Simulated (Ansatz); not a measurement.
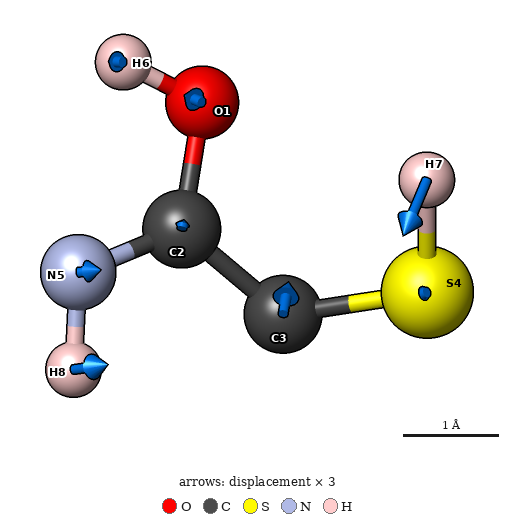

A relaxation of C$_{2}$H$_{3}$NOS. The starting structure is drawn; blue arrows show the displacements, magnified 3 times. The two geometries are superimposed by the best rigid fit.

A ball-and-stick model, seen face on.

The start comes from PBE-D4/def2-SVP.

Level of theory: RKS PBE0-D4/def2-TZVP (Ansatz 0.2.0). Settings: force threshold 0.005 eV/Å; at most 150 steps.

Question: Atoms of which element are displaced furthest, and by how much?

Answer: Hydrogen: up to 0.26 Å, against 0.17 Å for carbon.

Question: What happened in the run?

Answer: The largest move after the best rigid fit is that of H7, 0.26 Å. By element the largest moves are H 0.26 Å, C 0.17 Å, O 0.11 Å, N 0.10 Å, S 0.05 Å. Near-neighbour distances that change, for instance: S4–H7 1.412 → 1.377 Å, C3–S4 1.645 → 1.618 Å, C2–N5 1.292 → 1.269 Å, N5–H8 1.032 → 1.016 Å. Bond angles that change, for instance: O1–C2–C3 118.0° → 115.7°. After 13 accepted moves (14 points after the start) the energy has fallen by 1.41 kcal/mol. The largest force component goes from 0.88 to 0.0038 eV/Å. The line search rejected the trial step at point 11 of the run.
